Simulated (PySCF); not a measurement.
**C3H10BN: runs on many settings**

Aim: see how C3H10BN (`C=C[BH2-][NH2+]C`) answers to the choice of functional, basis, grid and SCF options, and what happens with inputs that are wrong on purpose.

Computed with PySCF 2.14.0, with density-fitted response routines of our own, on a single molecule, in the gas phase or a continuum. Atoms are numbered from 0 throughout.

## Step 1: Starting geometry

15 atoms, charge 0, multiplicity 1; geometry from: GFN2-xTB.

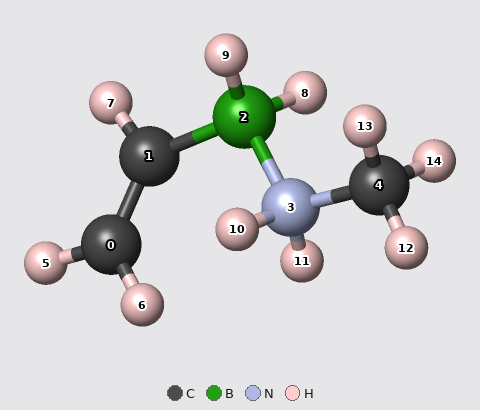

As it starts; carbon dark grey, boron green, nitrogen light blue, hydrogen pink, atoms numbered.

## Step 2: Shielding tensors: PBE0/pcSseg-1

Job settings and geometry (Å):

```
{"job": {"kind": "nmr", "xc": "PBE0", "basis": "pcSseg-1"}, "charge": 0, "multiplicity": 1}
C      2.188675    -0.685098     0.256503
C      1.741791     0.424310    -0.314638
B      0.242948     0.869529    -0.631086
N     -0.738740    -0.344180    -0.134896
C     -2.163311    -0.111796    -0.334391
H      3.239296    -0.880267     0.420487
H      1.539696    -1.481335     0.602035
H      2.500669     1.141673    -0.613864
H     -0.077358     1.835970    -0.006606
H      0.051398     0.995747    -1.803159
H     -0.429174    -1.169251    -0.640243
H     -0.525716    -0.478236     0.849181
H     -2.770067    -0.953980     0.006583
H     -2.349933     0.060169    -1.392493
H     -2.454589     0.784733     0.209020
```

Level: GIAO PBE0/pcSseg-1 NMR shielding, non-relativistic, gas phase.

Launch:

```
> OMP_NUM_THREADS=1 python probes_run.py task.json out
```

One launch serves the whole session: the jobs run in the order shown.

What it wrote:

```text
coarse grid: 11608 points
cycle   1  E = -199.5533245736  dE =  3.524e-01  |g| = 4.457e-01  |ddm| = 3.124e+00
cycle   2  E = -199.5556736652  dE = -2.349e-03  |g| = 4.569e-01  |ddm| = 1.030e+00
cycle   3  E = -199.6156085159  dE = -5.993e-02  |g| = 8.892e-02  |ddm| = 5.567e-01
cycle   4  E = -199.6173301417  dE = -1.722e-03  |g| = 3.275e-02  |ddm| = 8.144e-02
cycle   5  E = -199.6175854096  dE = -2.553e-04  |g| = 7.415e-03  |ddm| = 3.093e-02
cycle   6  E = -199.6176006457  dE = -1.524e-05  |g| = 1.667e-03  |ddm| = 9.556e-03
cycle   7  E = -199.6176013608  dE = -7.152e-07  |g| = 3.679e-04  |ddm| = 1.753e-03
final grid: 109544 points
cycle   8  E = -199.6432159912  dE = -4.376e-05  |g| = 8.209e-03  |ddm| = 2.570e-02
cycle   9  E = -199.6432132491  dE =  2.742e-06  |g| = 9.036e-03  |ddm| = 1.477e-02
cycle  10  E = -199.6432335795  dE = -2.033e-05  |g| = 8.573e-04  |ddm| = 7.607e-03
cycle  11  E = -199.6432337312  dE = -1.517e-07  |g| = 2.062e-04  |ddm| = 6.213e-04
cycle  12  E = -199.6432337391  dE = -7.990e-09  |g| = 7.681e-05  |ddm| = 1.870e-04
cycle  13  E = -199.6432337406  dE = -1.447e-09  |g| = 2.718e-05  |ddm| = 8.499e-05
cycle  14  E = -199.6432337408  dE = -1.754e-10  |g| = 4.762e-06  |ddm| = 2.095e-05
converged SCF energy = -199.6432337408

GIAO shielding tensors (ppm)
atom      isotropic    diamagn.    paramagn.     s11        s22        s33       span
  0 C       75.559     257.199    -181.640    -35.980     93.882    168.775    204.755
  1 C       20.786     257.497    -236.711   -115.747      3.506    174.599    290.346
  2 B      116.978     188.829     -71.851    103.068    109.934    137.933     34.865
  3 N      219.613     320.836    -101.223    203.678    214.652    240.509     36.832
  4 C      153.798     243.085     -89.287    133.319    139.946    188.128     54.809
  5 H       26.425      29.604      -3.178     24.054     24.929     30.294      6.240
  6 H       27.182      35.164      -7.983     24.502     25.766     31.278      6.776
  7 H       24.515      30.489      -5.974     21.451     25.095     26.999      5.547
  8 H       29.209      31.407      -2.198     26.220     28.897     32.509      6.289
  9 H       29.218      31.348      -2.130     26.203     28.884     32.568      6.366
 10 H       28.813      33.746      -4.933     21.736     26.926     37.777     16.041
 11 H       28.760      34.537      -5.777     21.630     26.947     37.702     16.072
 12 H       29.046      27.304       1.742     24.083     26.915     36.139     12.056
 13 H       28.870      27.905       0.965     24.765     27.160     34.684      9.918
 14 H       28.878      28.228       0.650     24.799     27.128     34.708      9.910
```

Wall time 16 s (1 thread of Arm Neoverse V1, shared host); peak memory 0.64 GiB.

The references, computed at this level on geometries of the same kind, shield at (ppm): 1H TMS 31.72, 13C TMS 186.9, 15N NH3 267.7, 11B BF3·OEt2 100.1. Their shielding less the atom's gives the shift. The references are single molecules in the gas phase, so shifts against H2O, NH3, PH3, H3PO4 or CFCl3 are not on the usual liquid scales and can be off by tens of ppm. Atoms listed in one row are averaged.

```tsv
atoms	environment	σ (ppm)	δ (ppm)	δ scaled to CDCl3
C1	alkene CH	20.8	166.1	160.2
C0	terminal =CH2 carbon	75.6	111.4	106.8
C4	methyl carbon bonded to N	153.8	33.1	30.4
H7	hydrogen on an alkene CH	24.52	7.20	6.90
H5	hydrogen on a terminal =CH2 carbon	26.43	5.29	5.09
H6	hydrogen on a terminal =CH2 carbon	27.18	4.54	4.38
H10, H11	hydrogen on a donor nitrogen of a Lewis adduct	28.79	2.93	–
H12, H13, H14	hydrogen on a methyl carbon bonded to N	28.93	2.79	2.73
H8, H9	hydrogen on a boron bonded to C, N	29.21	2.50	–
B2	boron bonded to C, N, 2 H	117.0	-16.9	–
N3	donor nitrogen of a Lewis adduct	219.6	48.1	–
```

The scaled column applies a straight-line fit of computed shieldings to shifts measured in CDCl3 (root-mean-square error 0.16 ppm for H, 1.9 ppm for C).

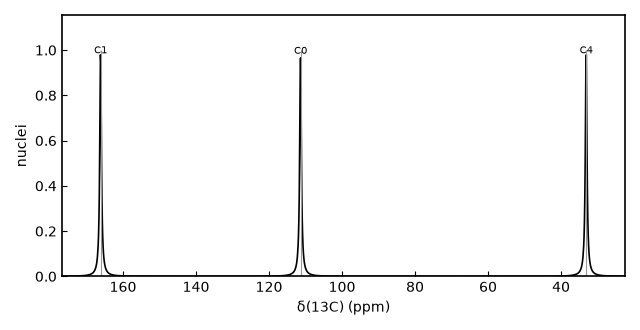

13C lines at the computed shifts, without couplings. Lines are broadened to a width of 0.53 ppm (Lorentzian).

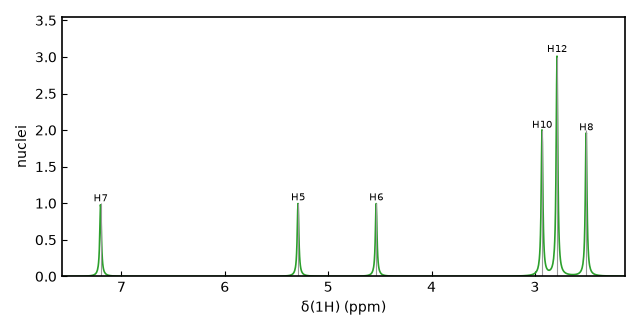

1H lines at the computed shifts, without couplings. Lines are broadened to a width of 0.02 ppm (Lorentzian).

Charges from the same density, by scheme (e):

```tsv
atoms	Mulliken	IAO	Hirshfeld	ESP fit
C0	-0.26	-0.37	-0.15	-0.44
C1	-0.34	-0.22	-0.11	-0.26
B2	0.10	-0.23	-0.04	0.12
N3	-0.42	-0.28	-0.04	-0.19
C4	-0.12	-0.31	-0.04	-0.37
```

IAO charges:

C0 -0.37; C1 -0.22; B2 -0.23; N3 -0.28; C4 -0.31; H5 0.14; H6 0.10; H7 0.14; H8 -0.02; H9 -0.02; H10 0.29; H11 0.29; H12 0.15; H13 0.17; H14 0.17

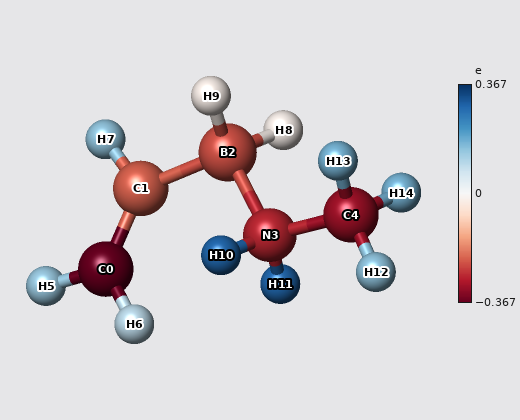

IAO charges, as colours on the atoms.

Mayer bond orders: C0–C1 1.96, C1–B2 0.93, B2–N3 0.60, N3–C4 0.95.

The fields below are evaluated on a grid from the run's orbitals.

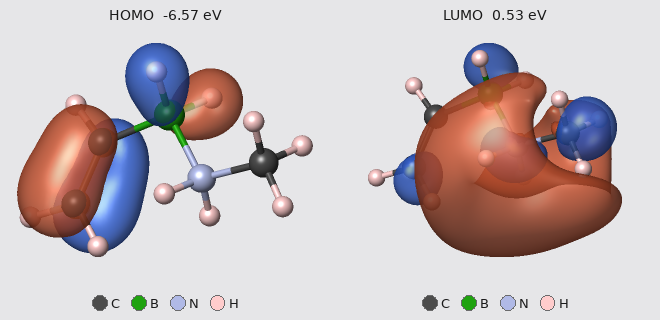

PBE0/pcSseg-1 orbitals near the gap, drawn at the value that encloses 70 % of each; the two colours are the two signs.

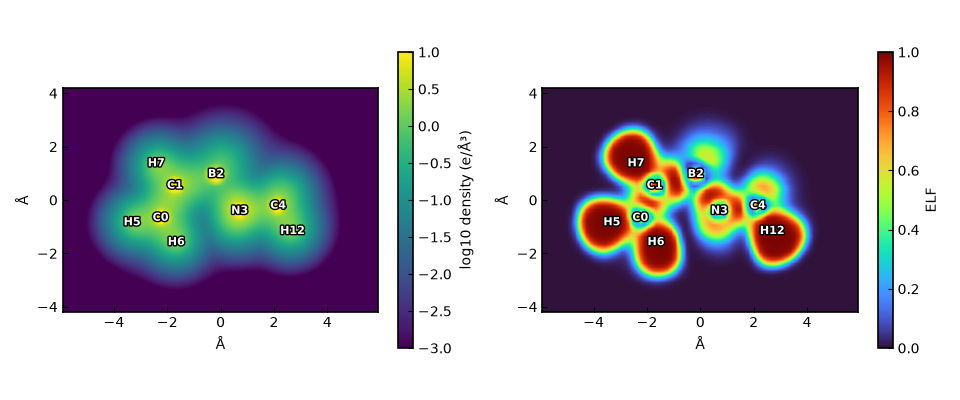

Density (left) and ELF (right) in a plane through or near 9 of the atoms.

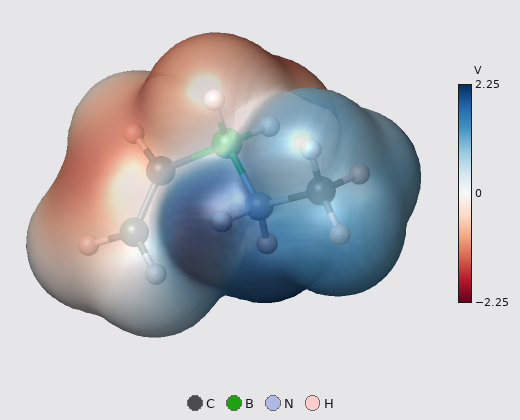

The potential that a unit positive charge feels on the 0.002 e/bohr³ surface, from -1.29 to 2.25 V.

## Step 3: TDDFT and polarisability: PBE0/def2-SVPD

Same as in step 2 but for these lines:

```diff
@@ -1,2 +1,2 @@
-{"job": {"kind": "nmr", "xc": "PBE0", "basis": "pcSseg-1"}, "charge": 0, "multiplicity": 1}
+{"job": {"kind": "uv", "xc": "PBE0", "basis": "def2-SVPD", "nstates": 6, "ntriplets": 2}, "charge": 0, "multiplicity": 1}
 C      2.188675    -0.685098     0.256503
```

Level: TDDFT PBE0/def2-SVPD, vertical, gas phase, core orbitals frozen in the response.

What it wrote:

```text
coarse grid: 11608 points
cycle   1  E = -199.4483935508  dE =  3.069e-01  |g| = 4.331e-01  |ddm| = 6.770e+00
cycle   2  E = -199.4470841046  dE =  1.309e-03  |g| = 4.559e-01  |ddm| = 1.796e+00
cycle   3  E = -199.5091255742  dE = -6.204e-02  |g| = 8.862e-02  |ddm| = 8.848e-01
cycle   4  E = -199.5108866957  dE = -1.761e-03  |g| = 3.324e-02  |ddm| = 1.561e-01
cycle   5  E = -199.5111537075  dE = -2.670e-04  |g| = 7.798e-03  |ddm| = 6.361e-02
cycle   6  E = -199.5111714001  dE = -1.769e-05  |g| = 1.571e-03  |ddm| = 1.888e-02
cycle   7  E = -199.5111720578  dE = -6.577e-07  |g| = 3.532e-04  |ddm| = 4.236e-03
final grid: 109544 points
cycle   8  E = -199.5363399761  dE = -5.182e-05  |g| = 7.845e-03  |ddm| = 2.184e-01
cycle   9  E = -199.5363370713  dE =  2.905e-06  |g| = 8.679e-03  |ddm| = 3.432e-02
cycle  10  E = -199.5363565603  dE = -1.949e-05  |g| = 8.222e-04  |ddm| = 1.318e-02
cycle  11  E = -199.5363567046  dE = -1.443e-07  |g| = 2.231e-04  |ddm| = 1.678e-03
cycle  12  E = -199.5363567145  dE = -9.931e-09  |g| = 8.210e-05  |ddm| = 5.532e-04
cycle  13  E = -199.5363567162  dE = -1.672e-09  |g| = 3.148e-05  |ddm| = 1.941e-04
cycle  14  E = -199.5363567165  dE = -2.480e-10  |g| = 4.353e-06  |ddm| = 5.363e-05
converged SCF energy = -199.5363567165

Static polarisability (au): isotropic 64.953, principal 52.540 64.839 77.479

Singlet excitations
state   eV       nm        f      main configurations
  1   5.5685    222.7   0.00477   H->L 0.97
  2   6.7765    183.0   0.02058   H->L+2 0.93
  3   6.7796    182.9   0.05643   H-1->L 0.73, H->L+1 0.19
  4   6.8539    180.9   0.16027   H->L+1 0.61, H-1->L 0.24, H->L+4 0.11
  5   6.9671    178.0   0.00098   H->L+3 0.87, H-1->L+1 0.08
  6   7.0376    176.2   0.00040   H-1->L+1 0.86, H->L+3 0.08

Triplet excitations (Tamm-Dancoff, eV): 4.4778 5.4964
```

Wall time 21 s (1 thread of Arm Neoverse V1, shared host); peak memory 0.73 GiB.

Frontier orbitals and where they lie:

```tsv
orbital	eV	atoms
HOMO−3	-9.17	B2 21 %, N3 19 %, C1 14 %
HOMO−2	-8.66	B2 32 %, C1 17 %, H9 16 %
HOMO−1	-7.84	C1 29 %, B2 26 %, C0 13 %
HOMO	-6.62	C0 35 %, C1 28 %, B2 13 %
LUMO	0.01	C4 18 %, B2 14 %, H10 14 %
LUMO+1	0.93	C1 32 %, C0 27 %, H6 9 %
LUMO+2	1.08	C4 20 %, H12 15 %, H14 13 %
```

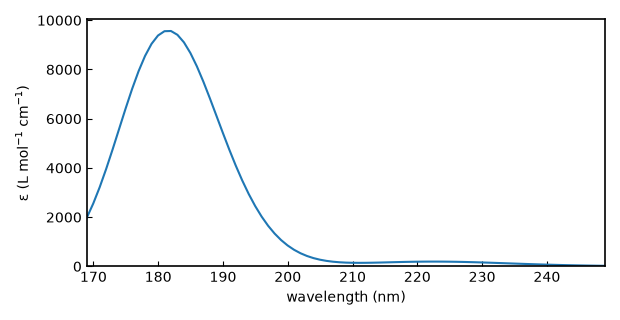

Absorption spectrum: each of the 6 states is a Gaussian band of 0.4 eV half-width at 1/e. Beyond the last state computed it falls off for lack of states.

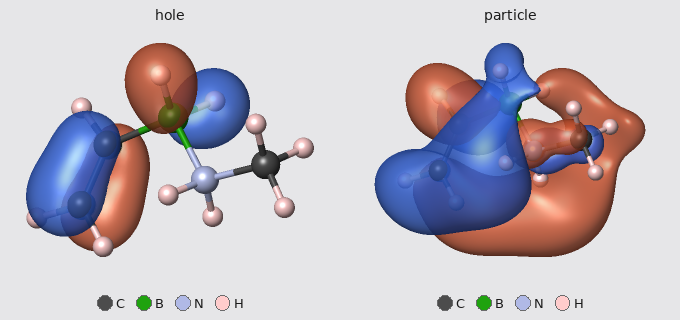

Leading natural transition orbitals of singlet state 4: the electron leaves the hole (left) for the particle orbital (right).

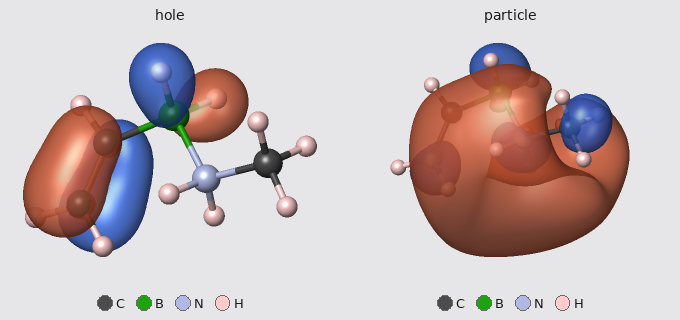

Leading natural transition orbitals of singlet state 1: the electron leaves the hole (left) for the particle orbital (right).

Further results of this job:

```tsv
property	computed
dipole moment (D)	4.70
polarisability (Å³)	9.63
HOMO–LUMO gap (eV)	6.63
−ε(HOMO) (eV)	6.62
```

## Step 4: TDDFT and polarisability: wB97X/def2-SVPD in methanol

Same as in step 3 but for these lines:

```diff
@@ -1,2 +1,2 @@
-{"job": {"kind": "uv", "xc": "PBE0", "basis": "def2-SVPD", "nstates": 6, "ntriplets": 2}, "charge": 0, "multiplicity": 1}
+{"job": {"kind": "uv", "xc": "wB97X", "basis": "def2-SVPD", "solvent": "methanol", "nstates": 3, "ntriplets": 0, "tda": true, "grid": 1}, "charge": 0, "multiplicity": 1}
 C      2.188675    -0.685098     0.256503
```

With the program's defaults for keys left out, this is: TDA wB97X/def2-SVPD, vertical, IEF-PCM methanol (non-equilibrium linear response), core orbitals frozen in the response.

What it wrote:

```text
final grid: 50560 points
cycle   1  E = -199.7140307181  dE =  5.334e-01  |g| = 3.137e-01  |ddm| = 6.760e+00
cycle   2  E = -199.7410603897  dE = -2.703e-02  |g| = 1.796e-01  |ddm| = 1.459e+00
cycle   3  E = -199.7487856242  dE = -7.725e-03  |g| = 4.376e-02  |ddm| = 3.452e-01
cycle   4  E = -199.7493098135  dE = -5.242e-04  |g| = 1.530e-02  |ddm| = 1.173e-01
cycle   5  E = -199.7493720440  dE = -6.223e-05  |g| = 2.948e-03  |ddm| = 4.429e-02
cycle   6  E = -199.7493759584  dE = -3.914e-06  |g| = 9.995e-04  |ddm| = 1.299e-02
cycle   7  E = -199.7493764379  dE = -4.795e-07  |g| = 2.744e-04  |ddm| = 4.958e-03
cycle   8  E = -199.7493764953  dE = -5.742e-08  |g| = 6.365e-05  |ddm| = 1.891e-03
cycle   9  E = -199.7493764984  dE = -3.022e-09  |g| = 1.747e-05  |ddm| = 4.610e-04
cycle  10  E = -199.7493764986  dE = -2.407e-10  |g| = 8.345e-06  |ddm| = 1.149e-04
converged SCF energy = -199.7493764986

Static polarisability (au): isotropic 86.448, principal 74.619 82.928 101.796

Singlet excitations
state   eV       nm        f      main configurations
  1   7.0245    176.5   0.01511   H->L 0.74, H->L+3 0.14
  2   7.1502    173.4   0.00578   H-1->L+1 0.89
  3   7.4710    166.0   0.67379   H->L+1 0.93
```

Wall time 13 s (1 thread of Arm Neoverse V1, shared host); peak memory 0.96 GiB.

In short: HOMO -9.29 eV, LUMO 2.27 eV; lowest singlet 7.02 eV.

## Step 5: NMR shieldings: LDA/pcSseg-1

Same as in step 4 but for these lines:

```diff
@@ -1,2 +1,2 @@
-{"job": {"kind": "uv", "xc": "wB97X", "basis": "def2-SVPD", "solvent": "methanol", "nstates": 3, "ntriplets": 0, "tda": true, "grid": 1}, "charge": 0, "multiplicity": 1}
+{"job": {"kind": "nmr", "xc": "LDA", "basis": "pcSseg-1", "pop": false, "scf": {"max_cycle": 1, "guess": "random"}}, "charge": 0, "multiplicity": 1}
 C      2.188675    -0.685098     0.256503
```

Method: GIAO LDA/pcSseg-1 NMR shielding, non-relativistic, gas phase.

What it wrote:

```text
start from random orthonormal orbitals
final grid: 109544 points
cycle   1  E = -154.0655690297  dE = -1.337e+02  |g| = 1.341e+01  |ddm| = 1.841e+02
SCF not converged, last energy = -154.0655690297
```

Run time: 2.2 s. Hardware: 1 thread of Arm Neoverse V1, shared host.

**What went wrong.** The cap of 1 cycle ended the SCF at a gradient of 1.3e+01. Cure: raise the cap. Numbers printed on the way are no properties of the molecule.

## Step 6: TDDFT and polarisability: B97-D/IGLO-II in chloroform

Same as in step 5 but for these lines:

```diff
@@ -1,2 +1,2 @@
-{"job": {"kind": "nmr", "xc": "LDA", "basis": "pcSseg-1", "pop": false, "scf": {"max_cycle": 1, "guess": "random"}}, "charge": 0, "multiplicity": 1}
+{"job": {"kind": "uv", "xc": "B97-D", "basis": "IGLO-II", "solvent": "chloroform", "nstates": 1, "ntriplets": 2, "tda": false, "scf": {"damp": 0.1}}, "charge": 0, "multiplicity": 1}
 C      2.188675    -0.685098     0.256503
```

Method: TDDFT B97-D/IGLO-II, vertical, IEF-PCM chloroform (non-equilibrium linear response), core orbitals frozen in the response.

What it wrote:

```text
damping 0.10 in the first 6 cycles
final grid: 109544 points
cycle   1  E = -199.7415598326  dE =  1.882e-01  |g| = 5.610e-01  |ddm| = 2.687e+00
cycle   2  E = -199.7261958453  dE =  1.536e-02  |g| = 6.195e-01  |ddm| = 1.145e+00
cycle   3  E = -199.6616735930  dE =  6.452e-02  |g| = 8.123e-01  |ddm| = 1.208e+00
cycle   4  E = -199.4812839307  dE =  1.804e-01  |g| = 1.075e+00  |ddm| = 1.710e+00
cycle   5  E = -198.9931740161  dE =  4.881e-01  |g| = 1.834e+00  |ddm| = 2.150e+00
cycle   6  E = -196.0819340968  dE =  2.911e+00  |g| = 2.762e+00  |ddm| = 1.185e+01
cycle   7  E = -184.4318692118  dE =  1.165e+01  |g| = 6.694e+00  |ddm| = 1.337e+01
cycle   8  E = -198.8217333066  dE = -1.439e+01  |g| = 1.976e+00  |ddm| = 6.235e+00
cycle   9  E = -199.6023813433  dE = -7.806e-01  |g| = 9.146e-01  |ddm| = 1.261e+00
cycle  10  E = -199.7707091771  dE = -1.683e-01  |g| = 5.218e-01  |ddm| = 7.423e-01
cycle  11  E = -199.8335784263  dE = -6.287e-02  |g| = 1.689e-01  |ddm| = 3.463e-01
cycle  12  E = -199.8383405447  dE = -4.762e-03  |g| = 7.082e-02  |ddm| = 1.184e-01
cycle  13  E = -199.8394215251  dE = -1.081e-03  |g| = 1.823e-02  |ddm| = 4.757e-02
cycle  14  E = -199.8395040013  dE = -8.248e-05  |g| = 4.326e-03  |ddm| = 1.672e-02
cycle  15  E = -199.8395092873  dE = -5.286e-06  |g| = 4.836e-04  |ddm| = 3.747e-03
cycle  16  E = -199.8395093472  dE = -5.990e-08  |g| = 1.162e-04  |ddm| = 5.254e-04
cycle  17  E = -199.8395093503  dE = -3.154e-09  |g| = 4.424e-05  |ddm| = 1.038e-04
cycle  18  E = -199.8395093508  dE = -4.670e-10  |g| = 7.654e-06  |ddm| = 3.339e-05
converged SCF energy = -199.8395093508

Static polarisability (au): isotropic 75.396, principal 58.408 74.276 93.503

Singlet excitations
state   eV       nm        f      main configurations
  1   5.9718    207.6   0.00251   H->L+1 1.00

Triplet excitations (Tamm-Dancoff, eV): 4.5824 6.0103
```

Run time: 16 s. Hardware: 1 thread of Arm Neoverse V1, shared host; peak memory 0.69 GiB.

In short: HOMO -5.60 eV, LUMO -0.04 eV; lowest singlet 5.97 eV.

## Step 7: Side by side: electronic excitations

Excitations and ground-state properties, with basis size and wall time:

```tsv
run	lowest singlet (eV)	brightest (eV)	f	gap (eV)	α (Å³)	μ (D)	functions	time
PBE0/def2-SVPD	5.57	6.85	0.160	6.63	9.63	4.70	180	21 s
wB97X/def2-SVPD in methanol	7.02	7.47	0.674	11.56	12.81	6.09	180	13 s
B97-D/IGLO-II in chloroform	5.97	5.97	0.003	5.56	11.17	5.66	170	16 s
```

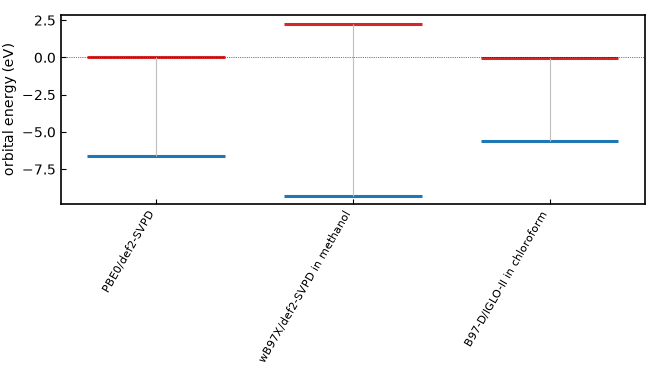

HOMO (blue) and LUMO (red) run by run.

## Step 8: Summary of results

| quantity | value |
| --- | --- |
| 13C shifts against TMS (PBE0/pcSseg-1) | 166.1, 111.4, 33.1 ppm |
| 1H shifts against TMS (PBE0/pcSseg-1, means over atoms taken as alike) | 7.20, 5.29, 4.54, 2.93, 2.79, 2.50 ppm |
| 11B shifts against BF3·OEt2 (PBE0/pcSseg-1) | -16.9 ppm |
| 15N shifts against NH3 (PBE0/pcSseg-1) | 48.1 ppm |
| potential on the surface of density 0.002 e/bohr³, 1st and 99th percentile | -1.29 V and 2.25 V |
| lowest singlet (PBE0/def2-SVPD) | 5.57 eV (223 nm), f = 0.005 |
| brightest single state of those computed | state 4, 6.85 eV, f = 0.160 |
| lowest triplet | 4.48 eV |
| range of the lowest singlet | 5.57 to 7.02 eV |
| property runs in this session | 5, of which 1 failed and 0 gave unsound results |

In words: Single values in the summary come from the first sound run of each kind (PBE0/pcSseg-1; PBE0/def2-SVPD), which need not be the best level. The most deshielded hydrogen is H7 (hydrogen on an alkene CH), at 7.20 ppm: attached to an sp2 carbon and in the plane of the double bond. At PBE0/pcSseg-1: Shielding is most anisotropic at C1 (span 290 ppm, paramagnetic term -237 ppm). The first singlet state (HOMO→LUMO 0.97) lies at 5.57 eV and is weak; of the 6 states computed, the strongest absorption comes from state 4 at 6.85 eV. The lowest triplet lies 1.09 eV below the lowest singlet (triplets in Tamm-Dancoff, singlets in full TDDFT). At PBE0/def2-SVPD, states above −ε(HOMO) (6.62 eV) lie where TDDFT describes them poorly and they hang on the basis; the brightest is among them. The lowest singlet runs from 5.57 eV (PBE0/def2-SVPD) to 7.02 eV (wB97X/def2-SVPD in methanol), while the orbital gap spans 5.56 to 11.56 eV. Some runs use the Tamm-Dancoff approximation and others full TDDFT, which shifts states apart from functional and basis. The lowest state need not be the same one in every run. The runs solved for a few states only, so the brightest column depends on that window.
